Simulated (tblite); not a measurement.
## Run report: C₇H₉BO, saddle-point search

- system: C₇H₉BO, SMILES Bc1cccc(OC)c1
- method: GFN2-xTB saddle search (eigenvector following) and harmonic vibrations, gas phase (tblite 0.8.0)

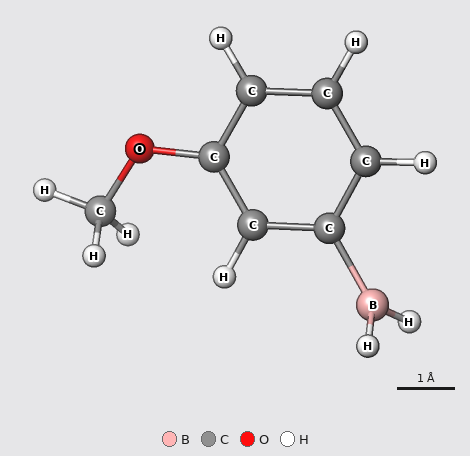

**Figure 1.** The input geometry (ball-and-stick view, seen at a tilt).

Key numbers:

```tsv
quantity	value
outcome	converged
total energy	−675.9975 eV
point group	Cs
hardware	1 CPU thread, shared host
wall time	4.5 s
peak memory	0.2 GiB
```

The input:
```
{"job": {"xc": "GFN2-xTB", "basis": "xTB", "kind": "saddle"}, "charge": 0, "multiplicity": 1}
B      2.541850    -1.290147     0.093600
C      1.434117    -0.207920    -0.064326
C      1.747630     1.090545    -0.461133
C      0.756483     2.048984    -0.593452
C     -0.562912     1.731940    -0.348770
C     -0.903608     0.435135     0.036065
O     -2.235540     0.204856     0.231592
C     -2.668915    -1.107861     0.485858
C      0.095470    -0.517258     0.185820
H      2.971845    -1.535104     1.152633
H      2.945233    -1.863413    -0.842606
H      2.776077     1.348606    -0.668847
H      1.017595     3.051798    -0.898412
H     -1.347642     2.463815    -0.460601
H     -3.756445    -1.055640     0.521759
H     -2.294699    -1.483101     1.444076
H     -2.368129    -1.793994    -0.313415
H     -0.148411    -1.521240     0.500160
```

The first line tells a small driver script what to run in tblite; the rest is the geometry in Å.

Command:
```bash
OMP_NUM_THREADS=1 python <driver script> task.json out
```

What the program printed:
```
step      E/eV     max force
  0    -675.99814   0.0562
  1    -675.99663   0.1074
  2    -675.99770   0.0328
  3    -675.99718   0.0518
  4    -675.99728   0.0607
  5    -675.99746   0.0073
  6    -675.99747   0.0000
lowest wavenumbers (cm-1): -234.3 91.5 151.3 169.5 203.2 256.8
```

Trajectory as extended XYZ (Å, eV, eV/Å), 6 of the 7 frames kept, from step=0 to step=6:
```
18
Properties=species:S:1:pos:R:3:forces:R:3 step=0 energy=-675.99814
B     2.5418   -1.2901    0.0936    0.0100   0.0020   0.0100
C     1.4341   -0.2079   -0.0643   -0.0030  -0.0010  -0.0100
C     1.7476    1.0905   -0.4611   -0.0270  -0.0240  -0.0430
C     0.7565    2.0490   -0.5935    0.0140   0.0050   0.0210
C    -0.5629    1.7319   -0.3488   -0.0080   0.0090  -0.0250
C    -0.9036    0.4351    0.0361   -0.0170  -0.0170  -0.0300
O    -2.2355    0.2049    0.2316    0.0000   0.0120  -0.0100
C    -2.6689   -1.1079    0.4859    0.0060   0.0000  -0.0020
C     0.0955   -0.5173    0.1858    0.0040   0.0090   0.0350
H     2.9718   -1.5351    1.1526   -0.0090  -0.0300   0.0250
H     2.9452   -1.8634   -0.8426    0.0130   0.0230  -0.0130
H     2.7761    1.3486   -0.6688   -0.0020   0.0060   0.0130
H     1.0176    3.0518   -0.8984   -0.0010   0.0080   0.0040
H    -1.3476    2.4638   -0.4606    0.0040  -0.0190   0.0170
H    -3.7564   -1.0556    0.5218    0.0060   0.0010   0.0120
H    -2.2947   -1.4831    1.4441    0.0060   0.0100   0.0080
H    -2.3681   -1.7940   -0.3134    0.0080   0.0110   0.0070
H    -0.1484   -1.5212    0.5002   -0.0050  -0.0060  -0.0200
18
Properties=species:S:1:pos:R:3:forces:R:3 step=1 energy=-675.99663
B     2.5423   -1.2907    0.0932    0.0490  -0.0460   0.0110
C     1.4312   -0.2111   -0.0728   -0.0030  -0.0020   0.0020
C     1.7509    1.0976   -0.4295    0.0000  -0.0110   0.0000
C     0.7601    2.0549   -0.5733   -0.0090   0.0010   0.0020
C    -0.5643    1.7287   -0.3688    0.0200  -0.0050  -0.0040
C    -0.9098    0.4244   -0.0140    0.0000   0.0090  -0.0070
O    -2.2439    0.1940    0.1628   -0.0210  -0.0810   0.0210
C    -2.6676   -1.1051    0.5010    0.0240   0.0180   0.0020
C     0.0871   -0.5310    0.1328    0.0200  -0.0010   0.0000
H     3.0404   -1.4630    1.1423   -0.0390   0.0020  -0.1000
H     2.8787   -1.9333   -0.8298   -0.0180   0.0500   0.0880
H     2.7852    1.3668   -0.5948   -0.0290  -0.0110   0.0070
H     1.0264    3.0653   -0.8492   -0.0080  -0.0110   0.0040
H    -1.3496    2.4596   -0.4780    0.0010  -0.0020   0.0020
H    -3.7535   -1.0517    0.5754    0.0260   0.0110  -0.0020
H    -2.2560   -1.4272    1.4656   -0.0160   0.0200  -0.0610
H    -2.3955   -1.8330   -0.2729   -0.0030   0.0360   0.0420
H    -0.1620   -1.5453    0.4100    0.0080   0.0220  -0.0090
18
Properties=species:S:1:pos:R:3:forces:R:3 step=2 energy=-675.99770
B     2.5422   -1.2901    0.0953   -0.0070   0.0090   0.0000
C     1.4320   -0.2105   -0.0687    0.0010   0.0000  -0.0030
C     1.7469    1.0909   -0.4535   -0.0050  -0.0020  -0.0110
C     0.7572    2.0506   -0.5865    0.0060   0.0020   0.0050
C    -0.5637    1.7309   -0.3553   -0.0070   0.0030  -0.0070
C    -0.9064    0.4311    0.0172   -0.0040  -0.0060  -0.0080
O    -2.2388    0.2019    0.2080    0.0040   0.0220  -0.0110
C    -2.6669   -1.1058    0.4906   -0.0040  -0.0040   0.0020
C     0.0916   -0.5226    0.1665   -0.0050   0.0010   0.0080
H     2.9988   -1.5057    1.1495   -0.0050  -0.0180   0.0270
H     2.9197   -1.8908   -0.8337    0.0170   0.0050  -0.0230
H     2.7773    1.3530   -0.6452    0.0070   0.0040   0.0020
H     1.0204    3.0565   -0.8795    0.0020   0.0050   0.0010
H    -1.3489    2.4627   -0.4605    0.0010  -0.0050   0.0020
H    -3.7537   -1.0550    0.5385   -0.0050  -0.0020   0.0070
H    -2.2804   -1.4618    1.4509    0.0070   0.0010   0.0190
H    -2.3727   -1.8048   -0.2991    0.0010  -0.0090  -0.0060
H    -0.1546   -1.5305    0.4656   -0.0030  -0.0060  -0.0050
18
Properties=species:S:1:pos:R:3:forces:R:3 step=4 energy=-675.99728
B     2.5410   -1.2917    0.0921   -0.0040   0.0030  -0.0030
C     1.4316   -0.2110   -0.0755   -0.0110   0.0060  -0.0010
C     1.7521    1.1024   -0.4136   -0.0010  -0.0120   0.0020
C     0.7602    2.0573   -0.5662   -0.0100  -0.0030   0.0020
C    -0.5655    1.7263   -0.3794    0.0180   0.0000   0.0000
C    -0.9112    0.4195   -0.0344    0.0020   0.0060   0.0010
O    -2.2456    0.1872    0.1370   -0.0180  -0.0560   0.0150
C    -2.6656   -1.1030    0.5090    0.0140   0.0100  -0.0030
C     0.0858   -0.5360    0.1101    0.0200   0.0010   0.0000
H     3.0531   -1.4505    1.1315    0.0060   0.0030   0.0050
H     2.8609   -1.9507   -0.8198   -0.0030  -0.0040  -0.0010
H     2.7877    1.3764   -0.5601   -0.0230  -0.0090   0.0020
H     1.0268    3.0701   -0.8318   -0.0050  -0.0060   0.0020
H    -1.3517    2.4557   -0.4919    0.0010   0.0010   0.0020
H    -3.7499   -1.0456    0.6018    0.0230   0.0080  -0.0070
H    -2.2374   -1.4048    1.4723   -0.0110   0.0100  -0.0430
H    -2.4084   -1.8478   -0.2533   -0.0030   0.0280   0.0310
H    -0.1641   -1.5538    0.3722    0.0050   0.0140  -0.0020
18
Properties=species:S:1:pos:R:3:forces:R:3 step=5 energy=-675.99746
B     2.5413   -1.2913    0.0931   -0.0020   0.0030   0.0000
C     1.4313   -0.2113   -0.0742    0.0010   0.0000   0.0000
C     1.7502    1.0991   -0.4233    0.0000   0.0010  -0.0010
C     0.7592    2.0555   -0.5706    0.0010   0.0000   0.0000
C    -0.5651    1.7274   -0.3732   -0.0020   0.0000   0.0000
C    -0.9102    0.4222   -0.0223    0.0000   0.0000   0.0010
O    -2.2440    0.1904    0.1538    0.0010   0.0060  -0.0040
C    -2.6654   -1.1033    0.5042   -0.0010  -0.0010   0.0000
C     0.0870   -0.5330    0.1232   -0.0010   0.0000   0.0010
H     3.0437   -1.4596    1.1358    0.0020   0.0000   0.0040
H     2.8717   -1.9399   -0.8223    0.0010  -0.0030  -0.0050
H     2.7843    1.3701   -0.5806    0.0020   0.0000  -0.0010
H     1.0250    3.0668   -0.8422    0.0000   0.0000   0.0000
H    -1.3510    2.4575   -0.4831    0.0000   0.0000   0.0010
H    -3.7500   -1.0475    0.5853   -0.0020  -0.0010   0.0000
H    -2.2477   -1.4179    1.4664    0.0020   0.0000   0.0040
H    -2.3984   -1.8370   -0.2637    0.0000  -0.0030  -0.0030
H    -0.1620   -1.5483    0.3937    0.0000  -0.0010   0.0010
18
Properties=species:S:1:pos:R:3:forces:R:3 step=6 energy=-675.99747
B     2.5411   -1.2914    0.0929    0.0000   0.0000   0.0000
C     1.4314   -0.2112   -0.0741    0.0000   0.0000   0.0000
C     1.7504    1.0993   -0.4229    0.0000   0.0000   0.0000
C     0.7593    2.0557   -0.5700    0.0000   0.0000   0.0000
C    -0.5651    1.7275   -0.3733    0.0000   0.0000   0.0000
C    -0.9103    0.4220   -0.0234    0.0000   0.0000   0.0000
O    -2.2444    0.1898    0.1506    0.0000   0.0000   0.0000
C    -2.6653   -1.1034    0.5043    0.0000   0.0000   0.0000
C     0.0870   -0.5330    0.1228    0.0000   0.0000   0.0000
H     3.0435   -1.4603    1.1358    0.0000   0.0000   0.0000
H     2.8714   -1.9398   -0.8230    0.0000   0.0000   0.0000
H     2.7845    1.3703   -0.5801    0.0000   0.0000   0.0000
H     1.0252    3.0672   -0.8410    0.0000   0.0000   0.0000
H    -1.3510    2.4576   -0.4830    0.0000   0.0000   0.0000
H    -3.7499   -1.0477    0.5860    0.0000   0.0000   0.0000
H    -2.2468   -1.4154    1.4671    0.0000   0.0000   0.0000
H    -2.3987   -1.8389   -0.2621    0.0000   0.0000   0.0000
H    -0.1621   -1.5483    0.3933    0.0000   0.0000   0.0000
```

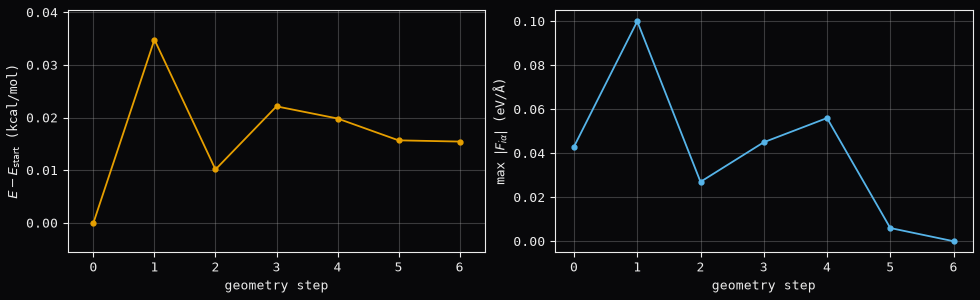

**Figure 2.** Progress of the saddle-point search, step by step (steps are counted from 0).

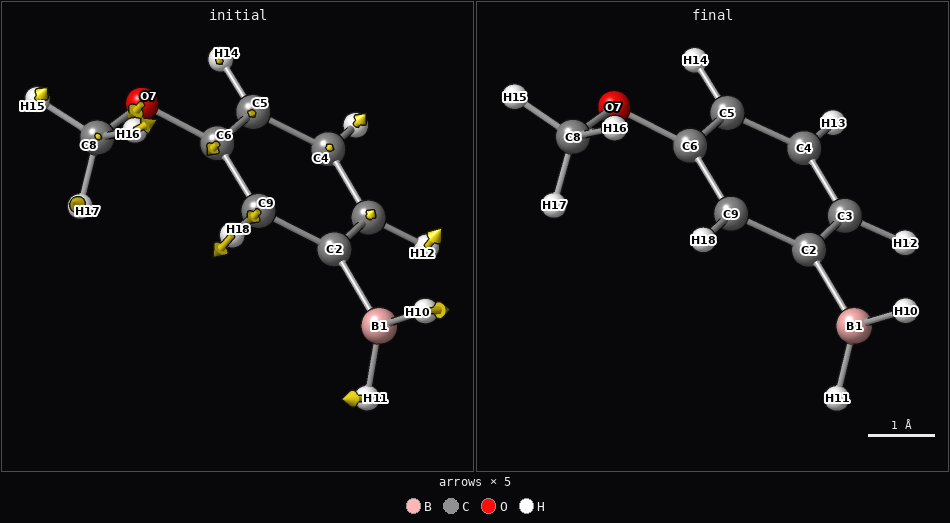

**Figure 3.** Before (left) and after (right) the saddle-point search, at one scale (ball-and-stick view, seen at a tilt). The yellow arrows give the displacements, magnified 5 times. Over 6 geometry steps the energy rises by 0.02 kcal/mol. Largest force component: 0.043 eV/Å at the start, under 0.0001 eV/Å at the end. The largest moves after the best rigid fit, 0.11 Å, are those of H11 and H18. By element the largest moves are H 0.11 Å, O 0.08 Å, C 0.07 Å. B stays in place. (Atoms are counted from 1 in the order of the input.)
